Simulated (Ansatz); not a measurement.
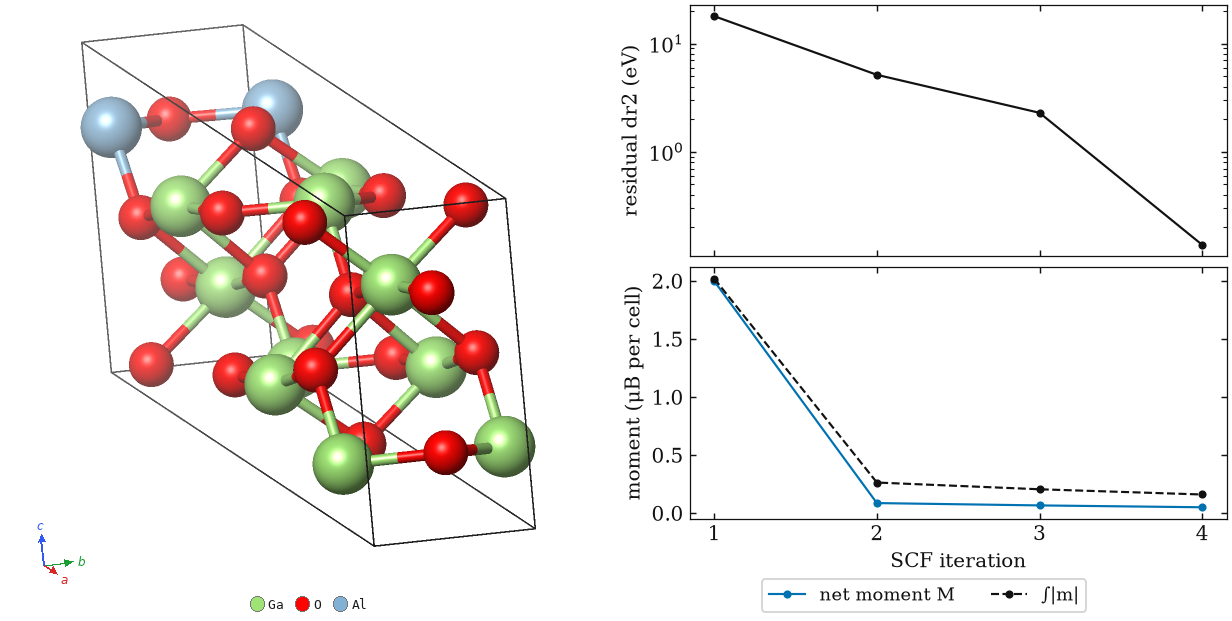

Beside the plot: the structure.

The plot shows the SCF iterations of a calculation: density residual dr2, magnetic moments. dr2 is the charge part; the magnetisation has a residual of its own.

Ga₇O₁₂Al (20 atoms in the cell), run with Ansatz.

```
crystal:
  lattice:
    - [12.221680, 0.000000, -0.002817]
    - [0.000000, 3.031884, 0.000000]
    - [-1.375856, 0.000000, 5.623568]
  atoms:
    - { symbol: Ga, position: [0.408308, 0.510643, 0.200983] }
    - { symbol: Ga, position: [0.161360, 0.507144, 0.316715] }
    - { symbol: Ga, position: [0.907568, 0.996482, 0.200360] }
    - { symbol: Ga, position: [0.660644, 0.996532, 0.310895] }
    - { symbol: Ga, position: [0.339348, 0.004509, 0.681565] }
    - { symbol: Ga, position: [0.591781, 0.502476, 0.796507] }
    - { symbol: Ga, position: [0.842119, 0.490951, 0.682927] }
    - { symbol: O, position: [0.334298, 0.498560, 0.887824] }
    - { symbol: O, position: [0.327117, 0.500510, 0.437704] }
    - { symbol: O, position: [0.001148, 0.493566, 0.742139] }
    - { symbol: O, position: [0.166024, 0.997737, 0.111322] }
    - { symbol: O, position: [0.837070, 0.999139, 0.894773] }
    - { symbol: O, position: [0.174821, 0.000568, 0.560980] }
    - { symbol: O, position: [0.825032, 0.003340, 0.441009] }
    - { symbol: O, position: [0.496042, 0.004765, 0.253216] }
    - { symbol: O, position: [0.504747, 0.003443, 0.748080] }
    - { symbol: O, position: [0.663384, 0.504638, 0.105400] }
    - { symbol: O, position: [0.673719, 0.494803, 0.563870] }
    - { symbol: O, position: [0.997438, 0.495771, 0.255483] }
    - { symbol: Al, position: [0.091351, 0.995872, 0.790643] }
kpoints:
  mp_grid: { grid: [2, 2, 2], shift: [0.5, 0.5, 0.5] }
hamiltonian:
  xc: pbesol
magnetization:
  spin_polarized: true
  initial_magnetization: 2
scf:
  occupations: { method: fermi_dirac, width: 1 }
  max_iter: 4
output:
  forces: true
  eigenvalues: true
  stress: true
```

Command:
```bash
ansatz run in.yaml --threads 7 --pin off --max-ram 13300MiB --runs-dir r --events-out ev --progress --plain
```

Q: Was self-consistency reached?

A: Not converged after 4 iterations. The residual is still falling at the last step (down to 0.14).

Q: What is the residual at the start and at the end?

A: It starts near 18 and ends near 0.14 eV.

Q: How do the moments develop?

A: The net moment goes from 2.0 to 0.1 μB per cell, though in an unconverged run this needn't be final.
